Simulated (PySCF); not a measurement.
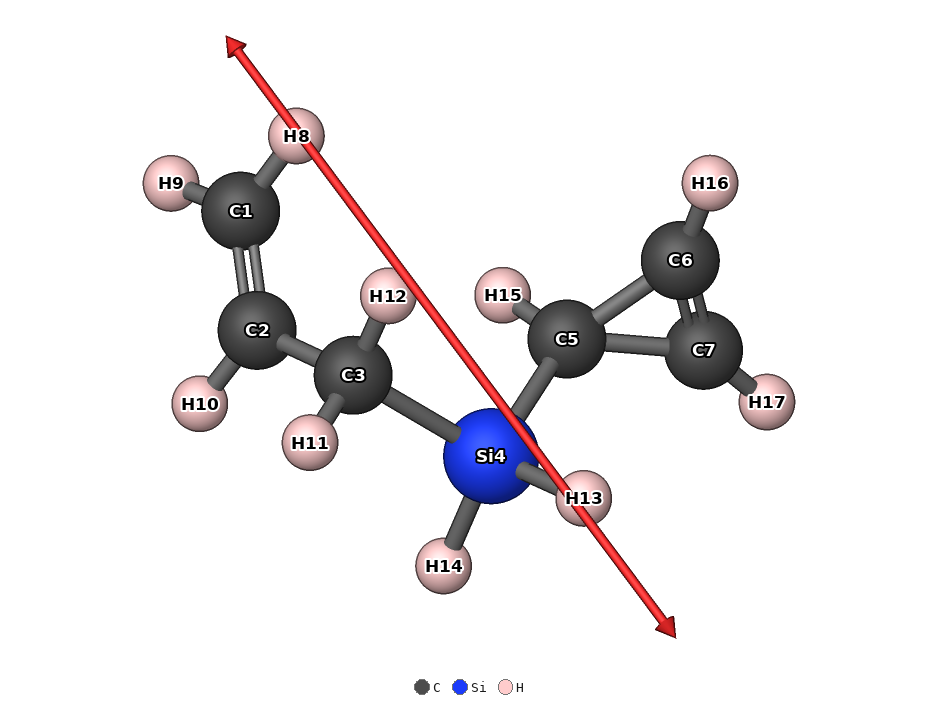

The double arrow shows the direction of the transition dipole to excited singlet state 7 (its length means nothing). Computed geometry: GFN2-xTB optimisation. No frequency run is at hand to confirm it as a minimum. Method: TDDFT B3LYP/def2-SVPD, vertical, gas phase, core orbitals frozen in the response (PySCF 2.14.0).

Give its energy, strength and character.

6.62 eV (187 nm), oscillator strength 0.20, mainly HOMO−1 → LUMO+1 (weight 0.64); transition dipole 2.81 D.

The geometry is semi-empirical. Around Si such bond lengths and angles can be off by a tenth of an ångström or more and by several degrees, and values that hang on the shape move with them.
